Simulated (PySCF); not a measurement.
## A series of small molecules: fluorogermanes GeH(4-n)F(n)

Gas-phase molecules at GFN2-xTB geometries (not checked as minima at the level of the calculation), B3LYP/def2-SVPD with PySCF. The ionisation energy is E(cation) − E(neutral) at fixed geometry, without spin-orbit coupling; where the highest orbital is degenerate, the cation is one component. LUMO energies depend on the basis. GFN2-xTB bonds to atoms past the second row can be off by 0.02 to 0.07 Å and angles by up to several degrees, which can move orbital and ionisation energies by up to 0.5 eV and charges by 0.01 to 0.02 e, so small steps and misses may come from the geometries. Volumes are summed on a coarse grid and good to about 2 %.

```csv
molecule,n,Hirshfeld charge of the central atom (e),HOMO energy (eV),vertical ionisation energy (eV),HOMO–LUMO gap (eV),volume inside the 0.001 a.u. surface (Å³)
GeH4,0,0.286,−9.54,12.35,9.59,64
GeH3F,1,?,?,?,?,?
GeH2F2,2,0.572,−10.04,12.80,9.38,69
GeHF3,3,0.679,−11.41,14.17,10.54,74
```

The results for GeH3F are withheld.

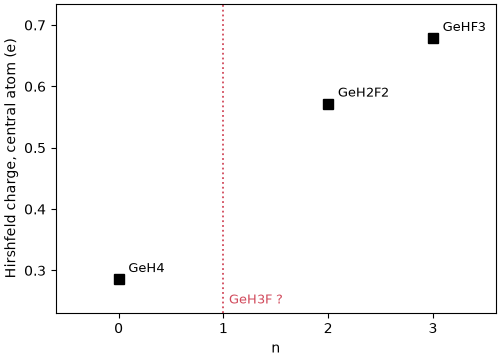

Estimate the Hirshfeld charge of the central atom for GeH3F from its trend with n.

Answer. A least-squares line through the three given members is y = 0.291 + 0.133 x, with R² = 1.00 and a scatter of 0.019 e; GeH2F2 lies farthest from it (+0.015 e). At x = 1 it gives 0.424 e. For a new member the 90 % prediction interval is ±0.145 e, wide since three points leave one degree of freedom.

How does the computed value compare?

Answer. The calculation gives 0.445 e, 0.021 e above the estimate (1.1 times the scatter, 5 % of the range of the series): inside the prediction interval. Its other results: HOMO energy −9.55 eV, vertical ionisation energy 12.37 eV, HOMO–LUMO gap 8.89 eV and volume inside the 0.001 a.u. surface 67 Å³.

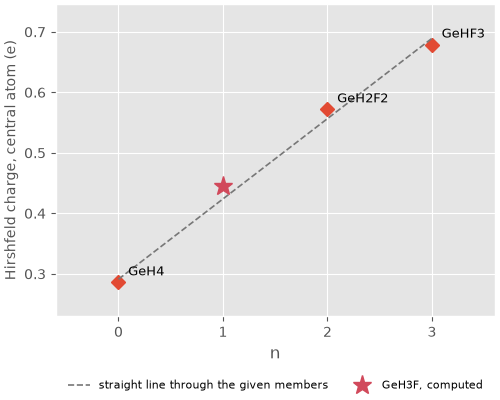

Over the series −ε(HOMO) lies 2.76 to 2.82 eV below the ionisation energy from total-energy differences, since this functional puts filled levels too high (delocalisation error). The pairing was chosen among those with R² above 0.96; series and pairings with weaker trends are left out of this set.

The single runs took from 2.7 s to 3.1 min, on 1 thread of shared hosts (Arm Neoverse V1, Arm Neoverse V2 and Intel(R) Xeon(R) 6975P-C (Granite Rapids)).
